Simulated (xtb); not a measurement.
## Geometry relaxation, with input and output: C$_{3}$H$_{6}$AlF (part 3 of 3)

Continued. System: C$_{3}$H$_{6}$AlF, SMILES [F][AlH][CH]1CC1. Method: GFN2-xTB, ALPB solvent dioxane (xtb 6.7.1). The input holds or restrains some coordinates. The geometry comes from this level: GFN2-xTB.

Geometry of the input (Å):
```
F  -2.1591  1.6985  0.1533
Al -0.5903  1.6728  0.6609
C  0.5885  0.1358  0.2555
C  -0.0233  -1.2548  0.2214
C  0.3835  -0.6101  -1.0523
H  -0.1530  2.9054  1.4432
H  1.6244  0.1473  0.5929
H  0.5637  -2.0807  0.5967
H  -1.0846  -1.3543  0.4147
H  1.2549  -0.9848  -1.5701
H  -0.4047  -0.2751  -1.7162
```

Trajectory as extended XYZ, continued
```
11
Properties=species:S:1:pos:R:3 step=4 energy=-417.34999
F    -2.1690    1.6962    0.1691
Al   -0.5925    1.6690    0.6651
C     0.5977    0.1451    0.2483
C     0.0071   -1.2496    0.2388
C     0.3942   -0.6152   -1.0500
H    -0.1716    2.9146    1.4466
H     1.6392    0.1860    0.5698
H     0.4904   -2.1553    0.5746
H    -1.0649   -1.3103    0.4189
H     1.2697   -0.9825   -1.5656
H    -0.4002   -0.2979   -1.7156
11
Properties=species:S:1:pos:R:3 step=5 energy=-417.35026
F    -2.1708    1.6904    0.1753
Al   -0.5930    1.6664    0.6683
C     0.6008    0.1463    0.2452
C     0.0056   -1.2465    0.2379
C     0.3954   -0.6166   -1.0517
H    -0.1741    2.9134    1.4484
H     1.6423    0.1863    0.5654
H     0.4858   -2.1515    0.5786
H    -1.0673   -1.3003    0.4166
H     1.2717   -0.9877   -1.5638
H    -0.3964   -0.3002   -1.7203
```

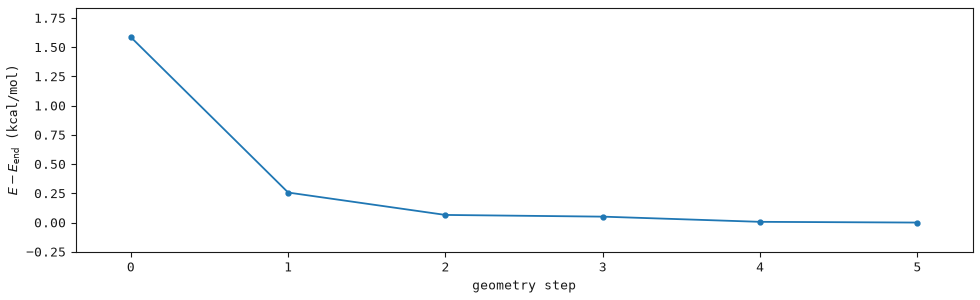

*Progress of the restrained relaxation, step by step (steps are counted from 0).*

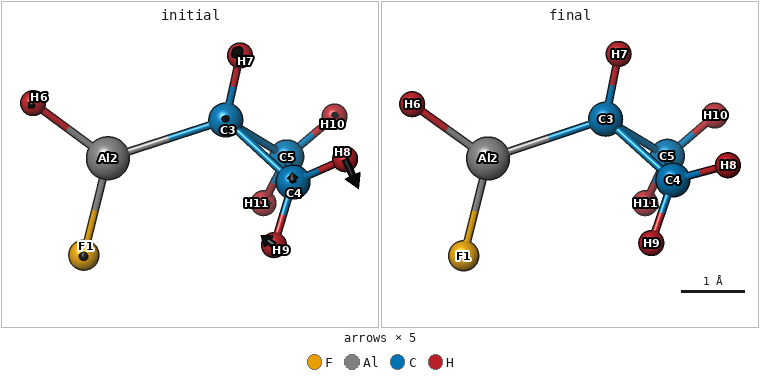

*Before (left) and after (right) the restrained relaxation, at one scale (ball-and-stick view, seen at an oblique angle). The black arrows give the displacements, magnified 5 times.*

After 5 geometry steps the energy has fallen by 1.59 kcal/mol. H8 moves most after the best rigid fit: 0.11 Å. By element the largest moves are H 0.11 Å, C 0.03 Å, F 0.03 Å, Al 0.01 Å. Distances before and after: C4–H9 1.083 → 1.089 Å, Al2–H6 1.524 → 1.529 Å, C3–C4 1.520 → 1.515 Å, F1–Al2 1.649 → 1.653 Å. Among the angles that change: C3–C4–H8 118.2° → 126.5°, H8–C4–H9 113.6° → 110.2°, C3–C4–H9 118.3° → 115.6°. (Atoms are counted from 1 in the order of the input.)

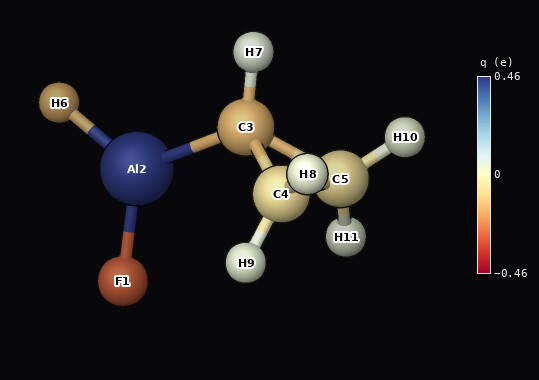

*Mulliken charges, as the colour of each atom (ball-and-stick view, seen at a tilt; atoms are numbered from 1 in the order of the input).*

By element: F −0.27, Al +0.44, C −0.13 to −0.06 and H −0.14 to +0.05 e.
